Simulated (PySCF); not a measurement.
# RuOCl₂: relaxation and vibrations of the singlet

Aim: relax RuOCl₂ as a singlet from a trigonal planar start, check by its vibrations whether the end is a minimum, and collect its spectrum and constants.

Computed with PySCF 2.14.0. Level: PBE0, basis Ru def2-TZVP with ECP28, O def2-TZVP, Cl def2-TZVP, scalar-relativistic core potentials, no spin–orbit coupling, density fitting.

### 1 Starting geometry

4 atoms, charge 0, spin multiplicity 1.

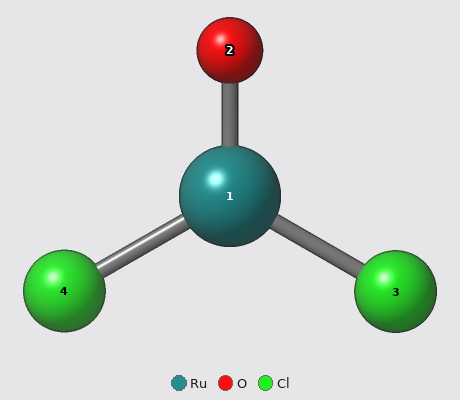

As it starts; ruthenium teal, oxygen red, chlorine green; atoms are numbered from 1 in the order of the file.

```xyz
4
charge 0 multiplicity 1
Ru    0.0000    0.0000    0.2714
O     0.0000    0.0000    1.9814
Cl   -1.9399    0.0000   -0.8486
Cl    1.9399    0.0000   -0.8486
```

### 2 The SCF at the typed geometry

The steps below are one call of a driver around PySCF. For each, scf.py gives the equivalent set-up of the SCF; relaxations use the driver's own optimiser. After this first run the driver tries any further starts and a stability analysis.

The input, scf.py:

```python
from pyscf import gto, scf, dft
mol = gto.M(atom='''
Ru    -0.000000     0.000000     0.271400
O      0.000000     0.000000     1.981400
Cl    -1.939900     0.000000    -0.848600
Cl     1.939900     0.000000    -0.848600''',
    basis={'Ru': 'def2-TZVP', 'O': 'def2-TZVP', 'Cl': 'def2-TZVP'},
    ecp={'Ru': 'def2-TZVP'},
    charge=0, spin=0)
mf = dft.RKS(mol, xc='PBE0')
mf.grids.atom_grid = (50, 194)
aux = {'Ru': 'def2-universal-JKFIT', 'O': 'def2-universal-JKFIT', 'Cl': 'def2-universal-JKFIT'}
mf = mf.density_fit(auxbasis=aux)
mf.conv_tol = 1e-08
mf.diis_space = 10
mf.max_cycle = 60
mf.init_guess = 'minao'
mf.verbose = 4
mf.kernel()
```

On the command line:

```console
$ OMP_NUM_THREADS=4 python axn.py task.json out
```

What it wrote, shortened:

```text
[... the frontier levels of the middle cycles are left out ...]
init E= -1082.34563350568
  HOMO = -0.570717685591757  LUMO = -0.564156793088769  gap/eV = 0.17853
cycle= 1 E= -1089.77982049741  delta_E= -7.43  |g|= 1.41  |ddm|=  4.3
cycle= 2 E= -1084.8558126583  delta_E= 4.92  |g|= 3.88  |ddm|=    6
  HOMO = -0.337937328810949  LUMO = -0.206527290138162  gap/eV = 3.57585
cycle= 3 E= -1089.43209629742  delta_E= -4.58  |g|= 2.08  |ddm|= 5.84
cycle= 4 E= -1090.11304801043  delta_E= -0.681  |g|= 0.644  |ddm|= 1.05
cycle= 5 E= -1090.21239763806  delta_E= -0.0993  |g|= 0.179  |ddm|= 0.514
cycle= 6 E= -1090.21860859419  delta_E= -0.00621  |g|= 0.0551  |ddm|= 0.159
cycle= 7 E= -1090.21910911293  delta_E= -0.000501  |g|= 0.00836  |ddm|= 0.0309
cycle= 8 E= -1090.21913295908  delta_E= -2.38e-05  |g|= 0.00378  |ddm|= 0.0107
cycle= 9 E= -1090.21913689456  delta_E= -3.94e-06  |g|= 0.00214  |ddm|= 0.00407
cycle= 10 E= -1090.21913876525  delta_E= -1.87e-06  |g|= 0.000432  |ddm|= 0.00328
cycle= 11 E= -1090.21913901753  delta_E= -2.52e-07  |g|= 0.000198  |ddm|= 0.00206
cycle= 12 E= -1090.21913903146  delta_E= -1.39e-08  |g|= 4.57e-05  |ddm|= 0.00032
cycle= 13 E= -1090.21913903275  delta_E= -1.28e-09  |g|= 2.2e-05  |ddm|= 0.000127
  HOMO = -0.292196832781917  LUMO = -0.192560533851091  gap/eV = 2.71124
Extra cycle  E= -1090.2191390313  delta_E= 1.45e-09  |g|= 9.06e-05  |ddm|= 5.56e-05
converged SCF energy = -1090.2191390313
```

This step, with its further starts and checks, took 23 s on 4 threads of Arm Neoverse V1, shared host.

Energies from each starting density:

```
                      start   energy (Eh)
    the minimal-basis guess  -1090.219139
a thermally smeared density  -1090.219139
      a smeared PBE density  -1090.219139
```

No lower closed-shell solution turned up from the other starts or in the test of internal stability.

### 3 Trigonal planar start, singlet: relaxation

The program finds C2v symmetry in the start, which this walk keeps. Threshold on the gradient: 0.0003 Eh/bohr, with a further test on the energy change.

scf.py: that of step 2 with these lines changed.

```diff
@@ -3 +3 @@
-Ru    -0.000000     0.000000     0.271400
+Ru     0.000000     0.000000     0.271400
@@ -17 +16,0 @@
-mf.init_guess = 'minao'
```

The optimiser's trace:

```
step   energy (Eh)  change (kJ/mol)  largest symmetric gradient (Eh/bohr)
   0  -1090.219139             0.00                               0.11610
   1  -1090.236087           -44.50                               0.04592
   2  -1090.238006           -49.53                               0.01304
   3  -1090.238617           -51.14                               0.00738
   4  -1090.239065           -52.32                               0.00105
   5  -1090.239073           -52.34                               0.00015
   6  -1090.239073           -52.34                               0.00001
```

The walk took 18 s.

Positions (Å) and forces (eV/Å) along the way:

```
step 0
Ru   0.000   0.000   0.271   0.000   0.000   5.282
O    0.000   0.000   1.981   0.000   0.000  -5.970
Cl  -1.940   0.000  -0.849   1.149   0.000   0.344
Cl   1.940   0.000  -0.849  -1.149   0.000   0.344
step 1
Ru   0.000   0.000   0.328   0.000   0.000  -2.276
O    0.000   0.000   1.882   0.000   0.000   2.361
Cl  -1.877   0.000  -0.827   0.307   0.000  -0.042
Cl   1.877   0.000  -0.827  -0.307   0.000  -0.042
step 3
Ru   0.000   0.000   0.345   0.000   0.000   0.379
O    0.000   0.000   1.938   0.000   0.000  -0.226
Cl  -1.821   0.000  -0.864   0.103   0.000  -0.076
Cl   1.821   0.000  -0.864  -0.103   0.000  -0.076
step 6
Ru   0.000   0.000   0.383   0.000   0.000   0.000
O    0.000   0.000   1.973   0.000   0.000   0.001
Cl  -1.768   0.000  -0.900   0.000   0.000   0.000
Cl   1.768   0.000  -0.900   0.000   0.000   0.000
```

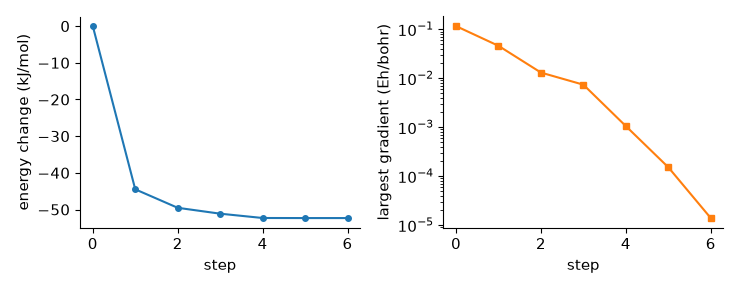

How energy and gradient fall.

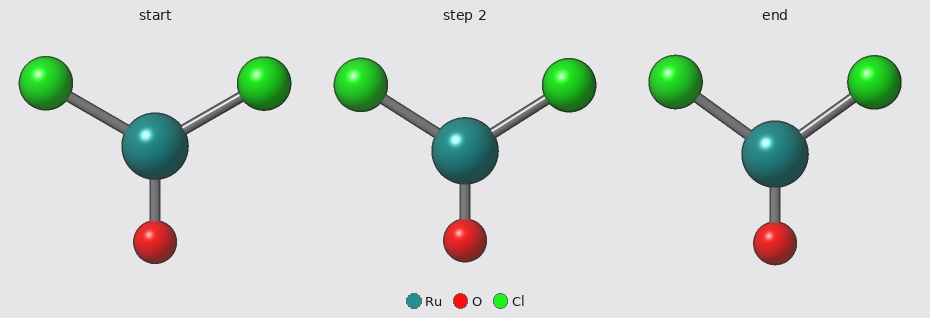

Start and end of the relaxation, with a step between.

After 6 steps and 52.3 kJ/mol it ends at C2v: Ru–Cl 2.185 Å (×2), Ru–O 1.590 Å; Cl–Ru–Cl 108.1°, Cl–Ru–O 126.0° (×2).

### 4 Is it a minimum? Harmonic modes

The point is checked on the finer grid, and tightened if its gradient asks for it. The Hessian and the dipole derivatives come from central differences of analytic gradients, with steps of 0.02 bohr.

scf.py: that of step 3 with these lines changed.

```diff
@@ -3,4 +3,4 @@
-Ru     0.000000     0.000000     0.271400
-O      0.000000     0.000000     1.981400
-Cl    -1.939900     0.000000    -0.848600
-Cl     1.939900     0.000000    -0.848600''',
+Ru     0.000000     0.000000     0.342397
+O      0.000000     0.000000     1.932546
+Cl    -1.768274     0.000000    -0.940924
+Cl     1.768274     0.000000    -0.940924''',
@@ -11 +11 @@
-mf.grids.atom_grid = (50, 194)
+mf.grids.atom_grid = (75, 302)
@@ -14 +14 @@
-mf.conv_tol = 1e-08
+mf.conv_tol = 1e-10
```

This SCF starts from the last density.

SCF at the final geometry:

```text
init E= -1090.23917974819
  HOMO = -0.284332710862517  LUMO = -0.168746778130441  gap/eV = 3.14525
cycle= 1 E= -1090.23917974815  delta_E= 3.96e-11  |g|= 1.36e-05  |ddm|= 1.38e-05
  HOMO = -0.28433023336392  LUMO = -0.168742288609416  gap/eV = 3.14531
cycle= 2 E= -1090.2391797479  delta_E= 2.48e-10  |g|= 3.51e-05  |ddm|= 3.43e-05
  HOMO = -0.284332071313051  LUMO = -0.168745446229234  gap/eV = 3.14527
cycle= 3 E= -1090.23917974819  delta_E= -2.92e-10  |g|= 2.5e-06  |ddm|= 2.45e-05
  HOMO = -0.284332010297974  LUMO = -0.168745466410151  gap/eV = 3.14527
cycle= 4 E= -1090.2391797482  delta_E= -9.09e-13  |g|= 6.12e-07  |ddm|= 1.21e-06
  HOMO = -0.284332100032741  LUMO = -0.168745499842212  gap/eV = 3.14527
Extra cycle  E= -1090.2391797482  delta_E= -4.55e-13  |g|= 2.06e-06  |ddm|= 1.22e-06
converged SCF energy = -1090.2391797482
```

The whole step took 85 s.

Geometry: C2v; Ru–Cl 2.185 Å (×2), Ru–O 1.590 Å; Cl–Ru–Cl 108.1°, Cl–Ru–O 126.0° (×2).

Harmonic modes (main isotopes):

```csv
symmetry,ω (cm⁻¹),IR (km/mol),μ (u),type
a1,122,0.4,37.93,bend
b1,159,2.2,26.63,bend
b2,198,10.3,19.21,bend
a1,413,25.7,38.10,stretch
b2,429,102,44.49,stretch
a1,1134,220,17.98,stretch
```

μ is the mass of the mode for normalised Cartesian displacements, not the reduced mass of the usual diatomic formula.

Every mode is real; the point is a minimum.

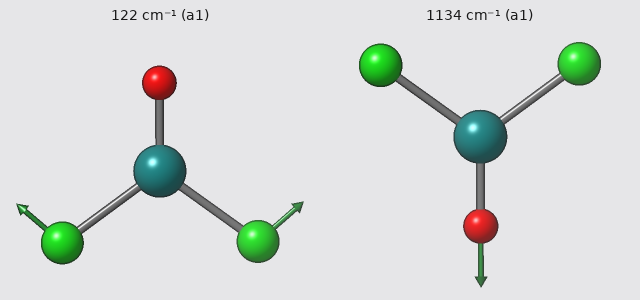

How the atoms move in 2 of the modes.

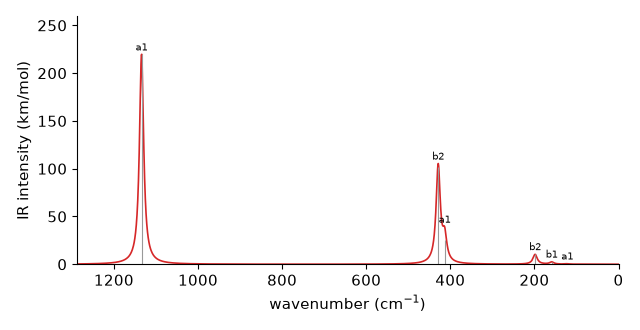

The harmonic infrared spectrum (widths in cm⁻¹). Lines are broadened to a width of 12 cm⁻¹ (Lorentzian).

Properties at this point:

```yaml
Dipole_moment: 0.87 D
Highest_occupied_level: -7.74 eV
Lowest_empty_level: -4.59 eV
Rotational_constants: 0.1262, 0.07709, 0.04785 cm⁻¹
Zero-point_energy: 14.7 kJ/mol
Principal_polarisabilities: 40.8, 68.8, 81.5 bohr³
Atomisation_energy_without_zero-point_energy: 1133 kJ/mol
Principal_traceless_quadrupole_moments_about_the_centre_of_mass: -0.94, 0.16, 0.78 D Å
Entropy_at_298.15_K_and_1_bar: 324.3 J/(mol K)
Heat_capacity_Cp_at_298.15_K: 69.9 J/(mol K)
Enthalpy_at_298.15_K_above_0_K: 16.44 kJ/mol
Rotational_symmetry_number: 2
```

Populations by atom (charges in e):

| atom | Mulliken | Löwdin | polar tensor | Mayer order to Ru1 |
| --- | --- | --- | --- | --- |
| Ru1 | 1.09 | -0.02 | 1.67 | – |
| O2 | -0.43 | -0.13 | -0.72 | 1.99 |
| Cl3,4 | -0.33 | 0.07 | -0.48 | 1.01 |

Mulliken populations on Ru1 (outside its core potential): s 2.42, p 6.18, d 6.29, f 0.03.

### 5 A spin-polarised start

A stability analysis found the closed shell of the lowest minimum unstable towards spin polarisation, so the unrestricted solution is followed.

The program finds C2v symmetry in the start, which may break. The walk stops when the largest gradient is under 0.0003 Eh/bohr and the energy has settled too.

scf.py: that of step 4 with these lines changed.

```diff
@@ -3,4 +3,4 @@
-Ru     0.000000     0.000000     0.342397
-O      0.000000     0.000000     1.932546
-Cl    -1.768274     0.000000    -0.940924
-Cl     1.768274     0.000000    -0.940924''',
+Ru     0.000000     0.000000     0.342415
+O      0.000000     0.000000     1.932564
+Cl    -1.768274     0.000000    -0.940906
+Cl     1.768274     0.000000    -0.940906''',
@@ -10,2 +10,2 @@
-mf = dft.RKS(mol, xc='PBE0')
-mf.grids.atom_grid = (75, 302)
+mf = dft.UKS(mol, xc='PBE0')
+mf.grids.atom_grid = (50, 194)
@@ -14 +14 @@
-mf.conv_tol = 1e-10
+mf.conv_tol = 1e-08
```

The optimiser's trace:

```csv
step,energy (Eh),change (kJ/mol),largest gradient (Eh/bohr)
0,-1090.240305,0.00,0.01283
1,-1090.240473,-0.44,0.00420
2,-1090.240505,-0.52,0.00110
3,-1090.240520,-0.57,0.00176
4,-1090.240506,-0.53,0.00265
5,-1090.240528,-0.59,0.00078
6,-1090.240528,-0.59,0.00018
```

The walk took 36 s.

Geometry (Å) and forces (eV/Å) at some steps:

```
step 0
Ru   0.000   0.000   0.342   0.000   0.000  -0.613
O    0.000   0.000   1.933   0.000   0.000   0.659
Cl  -1.768   0.000  -0.941  -0.126   0.000  -0.023
Cl   1.768   0.000  -0.941   0.126   0.000  -0.023
step 1
Ru   0.000   0.000   0.336   0.000   0.000   0.164
O    0.000   0.000   1.941   0.000   0.000  -0.216
Cl  -1.777   0.000  -0.942  -0.040   0.000   0.026
Cl   1.777   0.000  -0.942   0.040   0.000   0.026
step 3
Ru   0.000  -0.008   0.327   0.000   0.030  -0.090
O    0.000   0.003   1.927   0.000  -0.014   0.060
Cl  -1.794   0.002  -0.930   0.001  -0.008   0.015
Cl   1.794   0.002  -0.930  -0.002  -0.009   0.015
step 6
Ru   0.000   0.000   0.323   0.000   0.001  -0.009
O    0.000   0.000   1.924   0.000  -0.001   0.005
Cl  -1.798   0.000  -0.927   0.002   0.000   0.002
Cl   1.798   0.000  -0.927  -0.002   0.000   0.002
```

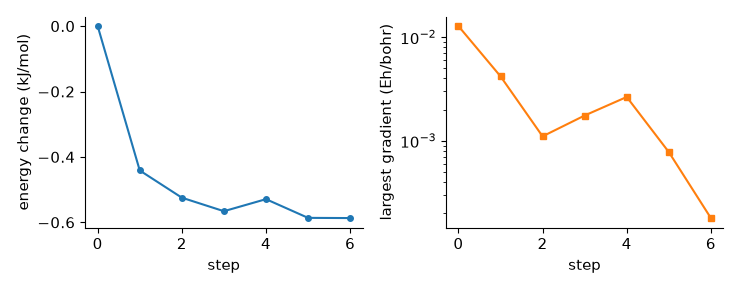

How energy and gradient fall.

End point (C2v, 6 steps, 0.6 kJ/mol gained): Ru–Cl 2.190 Å (×2), Ru–O 1.601 Å; Cl–Ru–Cl 110.4°, Cl–Ru–O 124.8° (×2).

### 6 Vibrations and properties at this point

As before: finer grid, then central differences.

scf.py: that of step 5 with these lines changed.

```diff
@@ -3,4 +3,4 @@
-Ru     0.000000     0.000000     0.342415
-O      0.000000     0.000000     1.932564
-Cl    -1.768274     0.000000    -0.940906
-Cl     1.768274     0.000000    -0.940906''',
+Ru    -0.000000     0.000004     0.329036
+O     -0.000000     0.000025     1.930271
+Cl    -1.798067    -0.000012    -0.920932
+Cl     1.798067    -0.000012    -0.920932''',
@@ -11 +11 @@
-mf.grids.atom_grid = (50, 194)
+mf.grids.atom_grid = (75, 302)
@@ -14 +14 @@
-mf.conv_tol = 1e-08
+mf.conv_tol = 1e-10
```

Log of the central SCF (cycles and frontier levels):

```text
init E= -1090.24064866953
[... the frontier-level lines of each cycle are left out ...]
cycle= 1 E= -1090.24064866929  delta_E= 2.38e-10  |g|= 2.73e-05  |ddm|= 1.52e-05
cycle= 2 E= -1090.24064866541  delta_E= 3.89e-09  |g|= 0.000109  |ddm|= 5.55e-05
cycle= 3 E= -1090.24064866955  delta_E= -4.15e-09  |g|= 1.59e-06  |ddm|= 4.46e-05
cycle= 4 E= -1090.24064866955  delta_E=    0  |g|= 6.22e-07  |ddm|= 1.41e-06
Extra cycle  E= -1090.24064866955  delta_E= 9.09e-13  |g|= 1.33e-06  |ddm|= 2.07e-06
converged SCF energy = -1090.24064866955  <S^2> = 0.40498001  2S+1 = 1.6186167
```

The whole step took 1.9 min on 4 threads of Arm Neoverse V1, shared host.

Geometry: C2v; Ru–Cl 2.190 Å (×2), Ru–O 1.601 Å; Cl–Ru–Cl 110.4°, Cl–Ru–O 124.8° (×2).

Harmonic modes (main isotopes):

```csv
ω (cm⁻¹),IR (km/mol),type
115,0.7,bend
152,3.8,bend
197,7.9,bend
409,20.4,stretch
432,99.9,stretch
1062,241,stretch
```

All wavenumbers are real: a minimum.

The SCF density has lower symmetry than the nuclear frame, so the modes carry no labels.

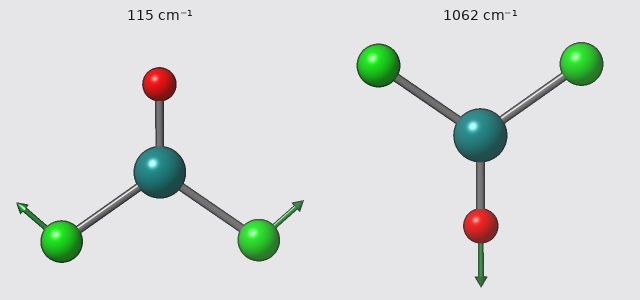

Displacements of 2 of the modes, as arrows (one member where a mode is degenerate).

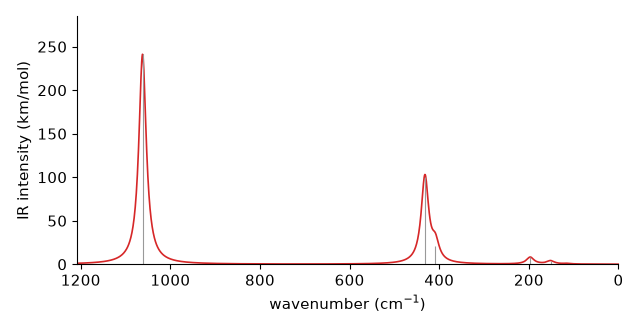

The harmonic infrared spectrum (widths in cm⁻¹). Lines are broadened to a width of 20 cm⁻¹ (Lorentzian).

Properties at this point:

* Dipole moment: 0.69 D
* Highest occupied level: -7.84 eV
* Lowest empty level: -4.48 eV
* Rotational constants: 0.1297, 0.07455, 0.04735 cm⁻¹
* Zero-point energy: 14.2 kJ/mol
* Principal polarisabilities: 40.0, 68.3, 81.8 bohr³
* Atomisation energy without zero-point energy: 1137 kJ/mol
* Principal traceless quadrupole moments about the centre of mass: -1.15, -0.48, 1.63 D Å
* Entropy at 298.15 K and 1 bar: 325.3 J/(mol K)
* Heat capacity Cp at 298.15 K: 70.3 J/(mol K)
* Enthalpy at 298.15 K above 0 K: 16.54 kJ/mol
* Rotational symmetry number: 2
* Spin squared ⟨S²⟩: 0.405

Charges (e) and bond orders:

| atom | Mulliken | Löwdin | polar tensor | spin (Mulliken) | Mayer order to Ru1 |
| --- | --- | --- | --- | --- | --- |
| Ru1 | 1.11 | 0.02 | 1.70 | 0.00 | – |
| O2 | -0.45 | -0.15 | -0.75 | 0.00 | 1.98 |
| Cl3,4 | -0.33 | 0.06 | -0.47 | 0.00 | 0.99 |

Outer orbital energies (eV). α occupied: -12.05, -10.95, -10.90, -10.41, -10.18, -9.69, -8.23, -7.84; empty: -4.48, -3.56, -3.46, 0.36. β occupied: -12.05, -10.95, -10.90, -10.41, -10.18, -9.69, -8.23, -7.84; empty: -4.48, -3.56, -3.46, 0.36.

Mulliken populations on Ru1 (outside its core potential): s 2.40, p 6.19, d 6.27, f 0.03.

### 7 The points found, side by side

| spin | group | bonds | imaginary modes (cm⁻¹) | ΔE (kJ/mol) | with zero-point energy |
| --- | --- | --- | --- | --- | --- |
| broken-symmetry (Ms = 0) | C2v (density of lower symmetry) | Ru–Cl 2.190 Å (×2), Ru–O 1.601 Å | none | 0.0 | 0.0 |
| singlet | C2v | Ru–Cl 2.185 Å (×2), Ru–O 1.590 Å | none | 3.9 | 4.4 |

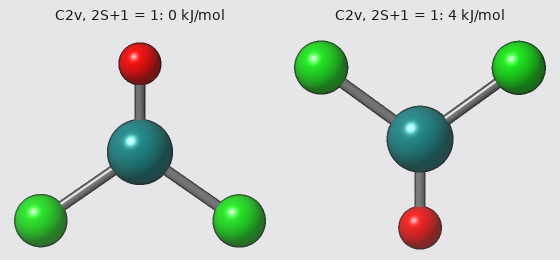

The points, lowest first (ruthenium teal, oxygen red, chlorine green).

### 8 What came out

```
                                          quantity                                                                   value
                                           minimum                                           broken-symmetry (Ms = 0), C2v
                                          geometry  Ru–Cl 2.190 Å (×2), Ru–O 1.601 Å; Cl–Ru–Cl 110.4°, Cl–Ru–O 124.8° (×2)
                                wavenumbers (cm⁻¹)                                           115, 152, 197, 409, 432, 1062
                                     dipole moment                                                                  0.69 D
highest occupied, lowest empty level (either spin)                                                         -7.84, -4.48 eV
                        polar-tensor charge of Ru1                                                                 +1.70 e
                                 zero-point energy                                                             14.2 kJ/mol
                               entropy at 298.15 K                                                         325.3 J/(mol K)
         atomisation energy (no zero-point energy)                                                             1137 kJ/mol
                                              ⟨S²⟩                                                                   0.405
```

The molecule stays C2v, as typed, and the end point is a minimum. The determinant is spin-contaminated (⟨S²⟩ = 0.40 against 0.00), so it is no pure spin state. The strongest infrared band lies at 1062 cm⁻¹ (stretch). Only this shape and spin were tried, so other structures or states may lie lower. The SCF density has lower symmetry than the nuclear frame.

The search up to here took 4.8 min.
